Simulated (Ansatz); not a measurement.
Take the following structure.

Space group P6_3/mmc (No. 194). a = 2.466 Å, b = 2.466 Å, c = 8.550 Å, α = 90.00°, β = 90.00°, γ = 120.00°
| atom | site | symmetry | x | y | z |
| --- | --- | --- | --- | --- | --- |
| C | 2b | -6m2 | 0.0000 | 0.0000 | 0.2500 |
| C | 2c | -6m2 | 0.3333 | 0.6667 | 0.2500 |

Summarise the structure in words.

Answer. The element is carbon. It is primitive hexagonal, space group P6_3/mmc (No. 194). Its structure type: graphite type. The cell holds four atoms. About every C there are three C in a trigonal planar arrangement at 1.42 Å. The bonds build C layers parallel to (001).

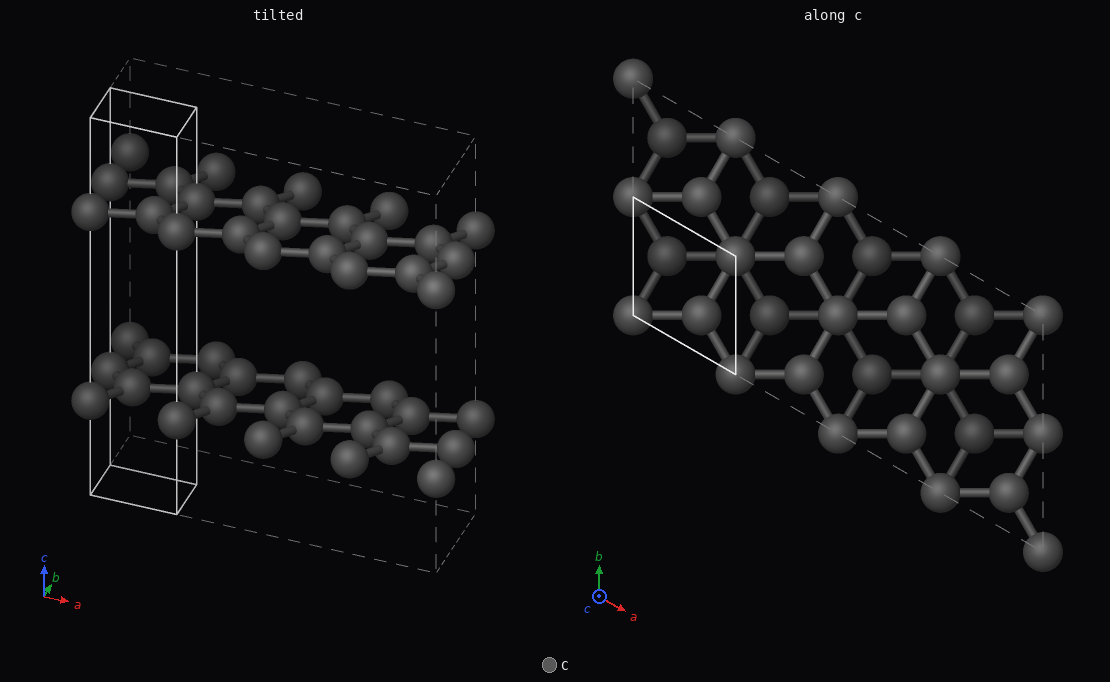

Ball-and-stick representation of a periodic structure, projected slightly off an axis and along the c axis. Shown are 4×2×1 repeats of the conventional unit cell, one of them outlined in solid lines.

The structure was taken from a structure type known for this element. It was relaxed at fixed volume with Ansatz, DFT PBE, spin-orbit coupling, plane waves, PAW.
